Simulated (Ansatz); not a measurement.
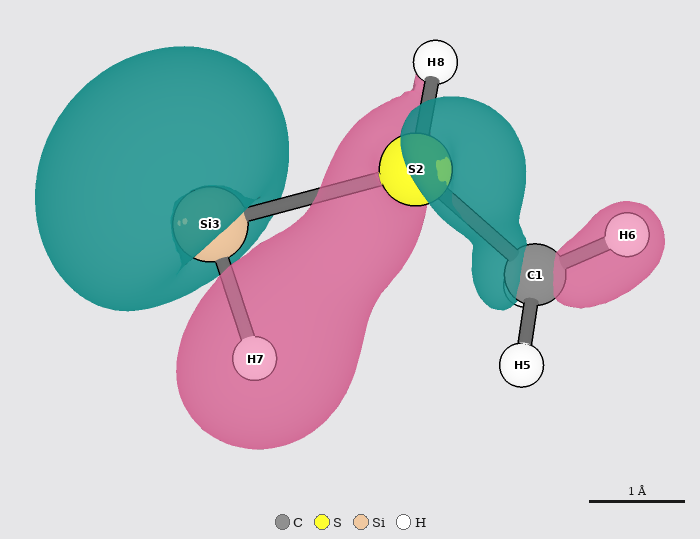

The picture shows: CH5SSi (charge +1). One frontier orbital at ±0.1 Å⁻³ᐟ² (teal and pink are the two phases), seen across its widest extent.

Method: RKS PBE0-D4/def2-SVP (Ansatz).

```yaml
atoms:
  - { symbol: C, position_ang: [-0.6181, 1.0476, -0.3656] }
  - { symbol: S, position_ang: [0.5127, 0.6958, 1.0117] }
  - { symbol: Si, position_ang: [1.4231, -1.4207, 1.0240] }
  - { symbol: H, position_ang: [-1.4338, 0.3164, -0.4084] }
  - { symbol: H, position_ang: [-0.0026, 1.0110, -1.2744] }
  - { symbol: H, position_ang: [-0.9990, 2.0668, -0.2149] }
  - { symbol: H, position_ang: [1.5543, -1.2186, -0.4819] }
  - { symbol: H, position_ang: [-0.3189, 0.7115, 2.0830] }
```

### Which orbital is it: HOMO or LUMO?

The HOMO, at −12.87 eV. By Hirshfeld shares it lies mainly on Si3 (about 70 %), H7 (about 15 %) and S2 (about 10 %).
